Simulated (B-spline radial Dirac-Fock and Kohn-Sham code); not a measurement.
# Cr¹⁰⁺: core levels and X-ray properties

Aim: for the Cr¹⁰⁺ ion, compute its X-ray form factor and Compton profile, the binding energy of each subshell, its photoionisation cross sections and the widths and yields of its core holes.

The numbers are computed with B-spline radial Dirac-Fock and Kohn-Sham code (version 2): a free atom or ion on a radial basis; each step names its model.

**1. The system**

Cr¹⁰⁺, configuration 1s2 2s2 2p6 3s2 3p2.

```yaml
nuclear_charge: 24
electrons: 14
mass_number: 52
nuclear_rms_radius: 3.6452 fm
```

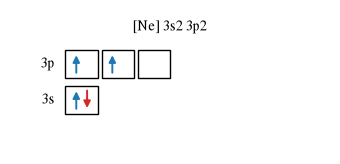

The shells outside the core; arrows follow Hund's rule for the drawing alone (heavy ions are jj-coupled), while the calculation averages over the configuration.

**2. Form factor and Compton profile**

Model: Dirac-Fock average of configuration, finite nucleus; form factor of the spherical density, Waller-Hartree incoherent function, impulse-approximation Compton profiles.

Recorded inputs:

```ini
task = scatter
Z = 24
charge = 10
configuration = 1s2 2s2 2p6 3s2 3p2
mass_number = 52
rms_radius = 3.6452  # fm
s = [0.0, 0.07, 0.09, 0.11, 0.14, 0.17, 0.21, 0.27, 0.33, 0.41, 0.52, 0.64, 0.8, 1.0, 1.25, 1.56, 1.95, 2.43, 3.03, 3.79, 4.72, 5.89, 7.36]  # 1/A
pz = [0, 0.1, 0.2, 0.3, 0.4, 0.5, 0.6, 0.8, 1.0, 1.2, 1.4, 1.6, 1.8, 2.0, 2.5, 3.0, 4.0, 5.0, 7.0, 10.0, 15.0, 20.0, 30.0, 40.0, 60.0, 100.0]  # a.u.
photon_energy = [10000, 17479.3, 20000, 30000, 50000, 100000, 500000, 1000000]  # eV
```

From the run's result record (rounded, not every field):

```text
status: converged
form_factor [e]: [14.0, 13.872, 13.79, 13.689, 13.504, 13.281, 12.935, 12.333, 11.667, 10.749, 9.5487, 8.4344, 7.2931, 6.2398, 5.1593, 3.9755, 2.8166, 1.9561, 1.4557, 1.1835, 0.97559, 0.74829, 0.51558]
incoherent: [4.6827e-12, 0.17134, 0.28018, 0.41294, 0.65239, 0.93311, 1.3564, 2.0537, 2.7687, 3.6681, 4.7185, 5.6268, 6.6044, 7.662, 8.829, 10.017, 11.089, 11.9, 12.484, 12.952, 13.344, 13.651, 13.847]
compton_total [1/a.u.]: [1.7953, 1.7922, 1.7828, 1.7673, 1.7461, 1.7194, 1.6877, 1.6115, 1.5223, 1.4252, 1.3252, 1.2266, 1.1329, 1.0463, 0.86799, 0.73995, 0.57287, 0.45152, 0.27022, 0.12788, 0.046915, 0.020851, 0.0052054, 0.0015826, 0.00023228, 1.6668e-05]
shells: ["1s1/2", "2s1/2", "2p1/2", "2p3/2", "3s1/2", "3p1/2", "3p3/2"]
occupation: [2.0, 2.0, 2.0, 4.0, 2.0, 0.66667, 1.3333]
mean_momentum [a.u.]: [20.294, 6.7042, 8.9803, 8.8843, 3.2095, 3.81, 3.7895]
r2 [bohr^2]: 3.572
r_inverse [1/bohr]: 95.017
r1 [bohr]: 5.4218
coherent [b]: [64.657, 37.672, 32.014, 18.123, 8.1792, 2.5271, 0.1174, 0.029636]
incoherent_cross_section [b]: [2.8576, 4.2646, 4.6168, 5.5647, 6.2583, 6.2922, 4.0137, 2.9479]
radial_jk:
  3p: {"j0": [1.0, 0.97398, 0.95733, 0.93689, 0.89963, 0.8553, 0.78712, 0.67122, 0.54781, 0.38742, 0.20181, 0.066528, -0.011555, -0.011784, 0.025156, 0.046412, 0.037748, 0.018224, 0.0044804, -0.00087082, -0.0015767, -0.0010064, -0.00046284], "j2": [0.0, 0.010352, 0.01692, 0.024921, 0.039316, 0.056107, 0.081182, 0.12142, 0.16024, 0.2023, 0.2315, 0.22311, 0.16781, 0.083472, 0.01555, -0.0062561, 0.0040441, 0.016367, 0.018122, 0.012879, 0.0070869, 0.0032174, 0.0012629], "r2": 0.72916, "r4": 0.81743, "r6": 1.2896}
```

The scattering functions against s = sin θ / λ:

```csv
s (1/Å),f (e),f / N,S(s)
0,14.00,1.000,0
0.0900,13.79,0.985,0.2802
0.140,13.50,0.965,0.6524
0.210,12.94,0.924,1.356
0.330,11.67,0.833,2.769
0.520,9.549,0.682,4.719
0.800,7.293,0.521,6.604
1.25,5.159,0.369,8.829
1.95,2.817,0.201,11.09
3.03,1.456,0.104,12.48
4.72,0.9756,0.070,13.34
7.36,0.5156,0.037,13.85
```

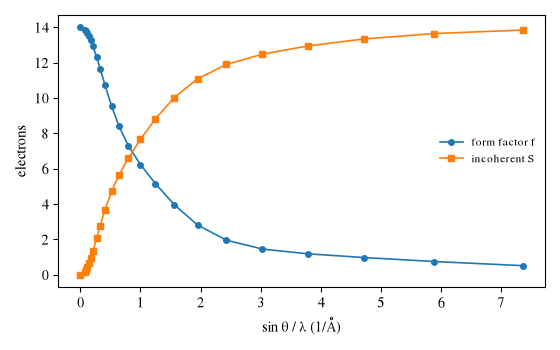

Form factor and incoherent scattering function.

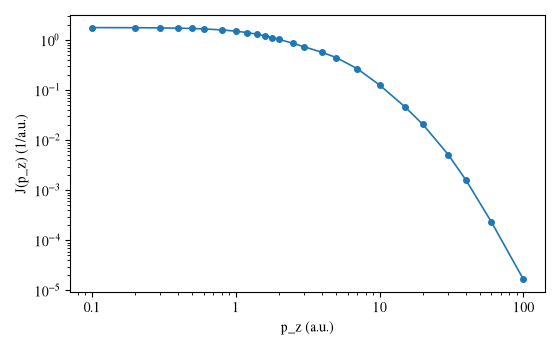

Compton profile, summed over all shells.

**3. Hole states by ΔSCF**

Model: Dirac-Fock average of configuration, Delta-SCF, finite nucleus, first-order Breit with its frequency dependence, self-energy and vacuum polarisation.

The run's settings:

```ini
task = binding
```

From the run's result record (rounded, not every field):

```text
status: converged
shells: ["K", "L1", "L2", "L3", "M1", "M2,3"]
total_energy_parts [Ha]: [-1011.1823, 0.379987593, -0.031643082, -0.000752851747, 0.258831501, -0.0208238075]
koopmans [eV]: [6306.95, 977.344, 864.736, 855.816, 297.348, 267.261]
dirac_coulomb [eV]: [6281.88, 972.42, 858.385, 849.648, 296.899, 266.832]
gaunt [eV]: [-6.39446, -0.423449, -0.770398, -0.528514, -0.0761594, -0.101084]
retardation [eV]: [0.364425, 0.0141706, 0.0810305, 0.0810531, 0.00641436, 0.0187863]
breit_frequency [eV]: [0.00838469, -0.00142946, -0.000324813, 0.00413428, -0.000260631, 0.000444681]
self_energy [eV]: [-2.97168, -0.285934, 0.0461498, 0.0245888, -0.052698, 0.00668696]
vacuum_polarisation [eV]: [0.24288, 0.0219199, -0.00273757, -0.00280604, 0.00393342, -0.000608232]
binding [eV]: [6273.13, 971.746, 857.738, 849.227, 296.78, 266.756]
mean_radius [bohr]: [0.063488, 0.288672, 0.255242, 0.257941, 0.791093, 0.798049]
```

total_energy_parts: Dirac-Coulomb, Gaunt, retardation, frequency dependence, self-energy, vacuum polarisation. 

The binding energies by parts, in eV; the parts add up.

```csv
level,-ε,relaxation,Breit,QED,binding
K (1s),6306.9,-25.06,-6.02,-2.73,6273.1
L1 (2s),977.3,-4.92,-0.41,-0.26,971.7
L2 (2p1/2),864.7,-6.35,-0.69,0.04,857.7
L3 (2p3/2),855.8,-6.17,-0.44,0.02,849.2
M1 (3s),297.3,-0.45,-0.07,-0.05,296.8
"M2,3 (3p)",267.3,-0.43,-0.08,0.01,266.8
```

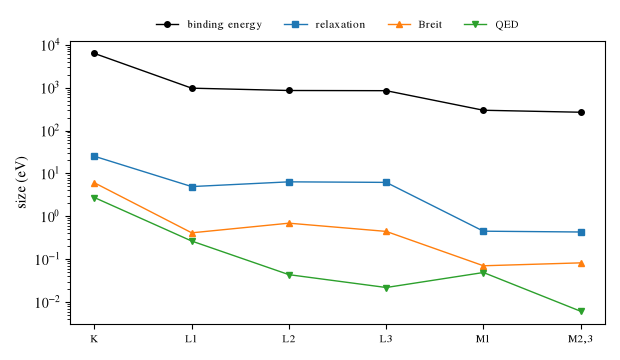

Binding energies and the sizes of their corrections, level by level (signs dropped).

X-ray lines as differences of these levels:

```csv
line,energy (eV)
Kα1 (K-L3),5423.9
Kα2 (K-L2),5415.4
Lη (L2-M1),561.0
Lℓ (L3-M1),552.4
```

**4. Photoionisation**

Model: independent-particle photoionisation: Dirac-Hartree-Slater potential of the initial state with a Latter tail for bound and continuum orbitals, all multipoles in the length form, thresholds from Dirac-Fock Delta-SCF.

Settings, as recorded:

```ini
task = photo
photon_energy = [210.0, 233.0, 400, 600, 1253.6, 1300.0, 1390.0, 1770.0, 6000, 9251.7, 12000, 22900.0, 30000, 40000, 81600.0, 106000.0]  # eV
```

From the run's result record (rounded, not every field):

```text
status: converged
shells: ["K", "L1", "L2", "L3", "M1", "M2", "M3"]
occupation: [2.0, 2.0, 2.0, 4.0, 2.0, 0.667, 1.33]
threshold [eV]: [6273.13, 971.746, 857.738, 849.227, 296.78, 267.773, 266.247]
sigma [Mb]:
  - ["K", "-", "-", "-", "-", "-", "-", "-", "-", "-", 0.0132, 0.00655, 0.00105, 0.000474, 0.000201, 2.27e-05, 1.01e-05]
  - ["L1", "-", "-", "-", "-", 0.0778, 0.0727, 0.0643, 0.0407, 0.00283, 0.000965, 0.000491, 8.44e-05, 3.91e-05, 1.69e-05, 2e-06, 8.97e-07]
  - ["L2", "-", "-", "-", "-", 0.0895, 0.0809, 0.0672, 0.0337, 0.00074, 0.00017, 6.81e-05, 6.61e-06, 2.43e-06, 8.3e-07, 5.71e-08, 2.16e-08]
  - ["L3", "-", "-", "-", "-", 0.174, 0.157, 0.131, 0.0652, 0.00139, 0.000316, 0.000126, 1.19e-05, 4.32e-06, 1.45e-06, 9.47e-08, 3.5e-08]
  - ["M1", "-", "-", 0.135, 0.0656, 0.0159, 0.0148, 0.0129, 0.00801, 0.000529, 0.000181, 9.21e-05, 1.6e-05, 7.44e-06, 3.22e-06, 3.82e-07, 1.72e-07]
  - ["M2", "-", "-", 0.0618, 0.0256, 0.00429, 0.00392, 0.00331, 0.00178, 4.48e-05, 1.06e-05, 4.33e-06, 4.36e-07, 1.61e-07, 5.51e-08, 3.86e-09, 1.46e-09]
  - ["M3", "-", "-", 0.124, 0.0508, 0.00838, 0.00765, 0.00646, 0.00345, 8.49e-05, 1.99e-05, 8.05e-06, 7.9e-07, 2.88e-07, 9.69e-08, 6.44e-09, 2.38e-09]
beta_dipole:
  - ["K", "-", "-", "-", "-", "-", "-", "-", "-", "-", 2.0, 2.0, 2.0, 2.0, 2.0, 1.98, 1.97]
  - ["L1", "-", "-", "-", "-", 2.0, 2.0, 2.0, 2.0, 2.0, 2.0, 2.0, 2.0, 2.0, 1.99, 1.98, 1.97]
  - ["L2", "-", "-", "-", "-", 1.47, 1.47, 1.46, 1.41, 0.91, 0.708, 0.596, 0.361, 0.281, 0.201, 0.0135, -0.0607]
  - ["L3", "-", "-", "-", "-", 1.48, 1.48, 1.47, 1.43, 0.906, 0.691, 0.568, 0.295, 0.193, 0.0831, -0.206, -0.329]
  - ["M1", "-", "-", 2.0, 2.0, 2.0, 2.0, 2.0, 2.0, 2.0, 2.0, 2.0, 2.0, 2.0, 1.99, 1.98, 1.97]
  - ["M2", "-", "-", 1.62, 1.63, 1.48, 1.47, 1.45, 1.36, 0.853, 0.668, 0.564, 0.347, 0.263, 0.186, 0.0125, -0.0664]
  - ["M3", "-", "-", 1.63, 1.64, 1.49, 1.48, 1.46, 1.37, 0.847, 0.648, 0.533, 0.279, 0.173, 0.0659, -0.208, -0.336]
```

Rows start with the subshell; columns follow the photon energies; blanks lie below or just at threshold.

Totals and shares by shell:

```csv
hν (eV),total (kb),K (%),L (%),M (%)
400.00,320,-,-,100.0
600.00,142,-,-,100.0
1253.6,370,-,92.3,7.7
1300.0,337,-,92.2,7.8
1390.0,285,-,92.0,8.0
1770.0,153,-,91.3,8.7
6000.0,5.62,-,88.3,11.7
9251.7,14.9,88.9,9.7,1.4
12000,7.34,89.2,9.3,1.4
22900,1.17,89.7,8.8,1.5
30000,0.528,89.8,8.7,1.5
40000,0.223,89.9,8.6,1.5
81600,0.0252,89.9,8.5,1.6
106000,0.0112,89.9,8.5,1.6
```

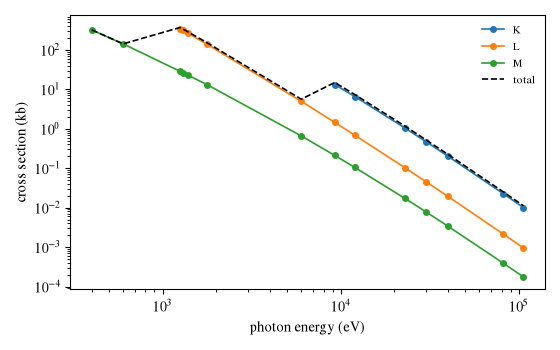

Photoionisation by shell at the energies asked; lines only join the points and miss the jumps at edges.

**5. Filling the vacancies**

Model: independent-particle rates: relativistic LDA orbitals of the hole state, multipoles to L = 3 (length form), Coulomb Auger matrix elements with a Latter-tail continuum; energies from Dirac-Fock.

Recorded inputs:

```ini
task = decay
holes = ["K", "L1", "L2", "L3", "M1"]
```

From the run's result record (rounded, not every field):

```text
status: converged
K:
  width_radiative: 0.2778
  width_radiative_velocity: 0.28775
  width_nonradiative: 0.69548
  coster_kronig: {}
  radiative: [["L3", 5423.9, 0.17394], ["L2", 5415.4, 0.088537], ["M3", 6006.9, 0.010195], ["M2", 6005.4, 0.0051281], ["L1", 5301.4, 5.9162e-08], ["M1", 5976.4, 1.5683e-08]]
  auger: [["L2L3", 4484.9, 0.24758], ["L3L3", 4492.2, 0.13872], ["L1L3", 4381.4, 0.10121], ["L1L2", 4372.6, 0.054689], ["L1L1", 4253.9, 0.047145], ["L1M1", 4968.3, 0.0167]]
L1:
  width_radiative: 0.0011029
  width_radiative_velocity: 0.0010549
  width_nonradiative: 0.12524
  coster_kronig: {}
  radiative: [["M3", 705.5, 0.00066952], ["M2", 703.97, 0.00035043], ["L3", 122.52, 5.9387e-05], ["L2", 114.01, 2.36e-05], ["M1", 674.97, 6.7202e-12]]
  auger: [["M1M3", 381.87, 0.054595], ["M1M1", 347.78, 0.042466], ["M1M2", 380.31, 0.027615], ["M3M3", 410.2, 0.00029445], ["M2M3", 408.64, 0.00018063], ["M2M2", 407.08, 9.3226e-05]]
L2:
  width_radiative: 0.00017267
  width_radiative_velocity: 0.00018382
  width_nonradiative: 0.051469
  coster_kronig: {}
  radiative: [["M1", 560.96, 0.00017256], ["M3", 591.49, 1.0346e-07], ["L3", 8.5116, 3.8188e-12], ["M2", 589.97, 4.9862e-13]]
  auger: [["M1M2", 266.3, 0.024649], ["M2M3", 294.64, 0.016155], ["M2M2", 293.08, 0.0045624], ["M1M1", 233.77, 0.0036993], ["M1M3", 267.87, 0.0019707], ["M3M3", 296.19, 0.0004324]]
L3:
  width_radiative: 0.00018023
  width_radiative_velocity: 0.00019136
  width_nonradiative: 0.051827
  coster_kronig: {}
  radiative: [["M1", 552.45, 0.00018012], ["M2", 581.45, 5.1884e-08], ["M3", 582.98, 5.1151e-08]]
  auger: [["M1M3", 259.36, 0.025826], ["M3M3", 287.68, 0.012724], ["M2M3", 286.12, 0.0085373], ["M1M1", 225.26, 0.0037251], ["M1M2", 257.79, 0.00093957], ["M2M2", 284.57, 7.486e-05]]
M1:
  width_radiative: 3.7716e-06
  width_radiative_velocity: 3.8491e-06
  width_nonradiative: 0
  coster_kronig: {}
  radiative: [["M3", 30.533, 2.6449e-06], ["M2", 29.008, 1.1267e-06]]
  auger: []
```

All in eV. For each hole the six strongest lines (shell, energy, width) and Auger groups (final holes, energy, width) are shown.

Widths (eV), yields and lifetimes:

```csv
hole,radiative,Auger,Coster-Kronig,total,yield,lifetime (fs)
K (1s),0.278,0.695,0,0.973,0.285,0.676
L1 (2s),0.00110,0.125,0,0.126,0.00873,5.21
L2 (2p1/2),1.73e-04,0.0515,0,0.0516,0.00334,12.7
L3 (2p3/2),1.80e-04,0.0518,0,0.0520,0.00347,12.7
M1 (3s),3.77e-06,0,0,3.77e-06,1.00,175000
```

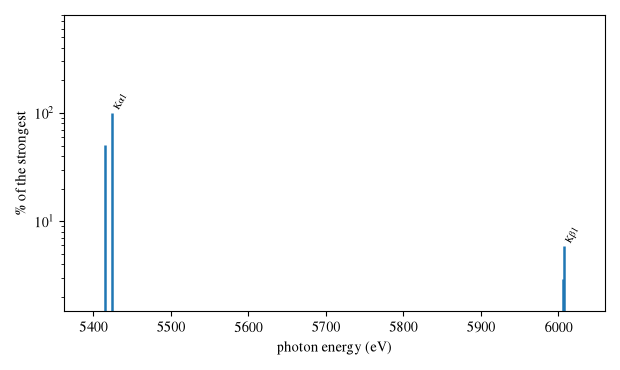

Emission lines that fill the K hole.

**6. Results**

| quantity | value |
| --- | --- |
| rms radius of the electron cloud | 0.505 bohr |
| form factor halves at | 0.86 1/Å |
| Compton profile at zero | 1.795 1/a.u. |
| deepest level listed, K (1s) | 6273.1 eV |
| least bound, M2,3 (3p) | 266.8 eV |
| Kα1 | 5423.9 eV |
| ionisation energy, NIST (semi-empirical) | 270.800 eV |
| total at 1390.0 eV | 285 kb |
| strongest subshell at 1390.0 eV | L3 (2p3/2), 131 kb, β = 1.47 |
| K hole: width, yield | 0.973 eV, 0.285 |
| its lifetime | 0.676 fs |
| its strongest line | Kα1 (K-L3), 5423.9 eV |

**Reading.** f falls from 14 to half of that at s = 0.86 1/Å. Incoherent scattering outweighs coherent from 100 keV on, among the energies asked. The K (1s) level lies 25.1 eV under Koopmans' value by relaxation alone; Breit gives -6.02 and QED -2.73 eV. NIST's ionisation energy differs by +4.04 eV from the least binding energy; the calculation averages open shells over their j components and terms. L3 (2p3/2) leads at 1390.0 eV with 46 % of the total, and the K shell holds 90 % at 106000 eV. With a yield of 0.29, electron emission is the main way out for the K hole, in 0.68 fs. The Hartree-Fock and Dirac-Fock values hold no electron correlation.
